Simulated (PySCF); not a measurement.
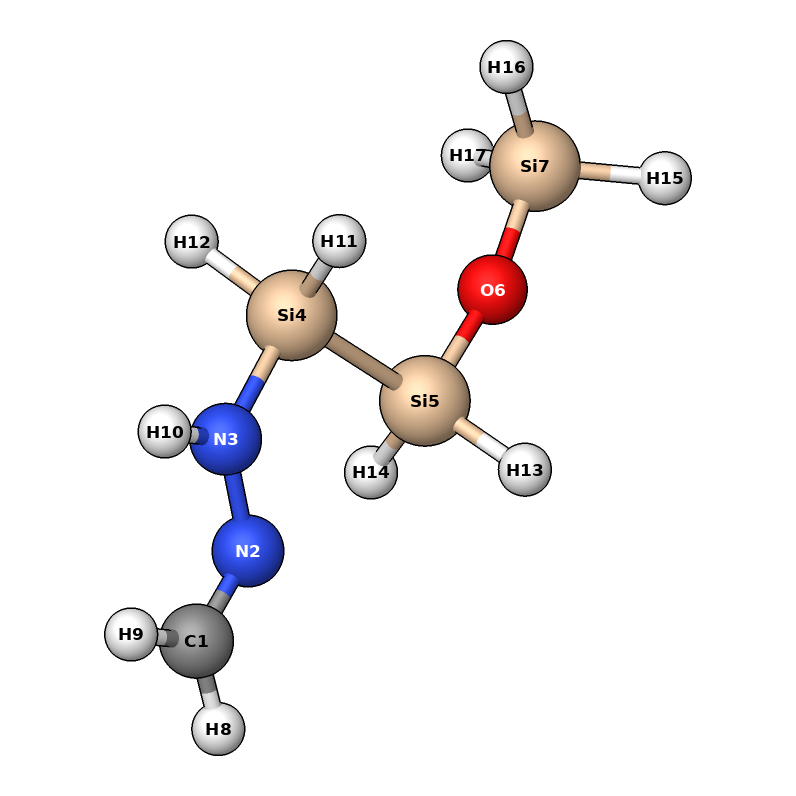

Every bond is drawn as one stick. Computed geometry: GFN2-xTB optimisation. No frequency run is at hand to confirm it as a minimum. Method: PBE0/pcSseg-1 (PySCF 2.14.0).

Question: Which bond between heavy atoms has the highest Mayer bond order?

Answer: C1–N2, 1.84, at a length of 1.263 Å.

List the Mayer bond orders of C1–N2, N2–N3, N3–Si4, Si4–Si5, Si5–O6, O6–Si7 (bonds between heavy atoms, one of each equivalent set).

| bond | Mayer order | length (Å) |
| --- | --- | --- |
| C1–N2 | 1.84 | 1.263 |
| N2–N3 | 1.08 | 1.335 |
| N3–Si4 | 0.88 | 1.742 |
| Si4–Si5 | 0.92 | 2.296 |
| Si5–O6 | 0.89 | 1.630 |
| O6–Si7 | 0.95 | 1.612 |

The geometry is semi-empirical. Around Si such bond lengths and angles can be off by a tenth of an ångström or more and by several degrees, and values that hang on the shape move with them.
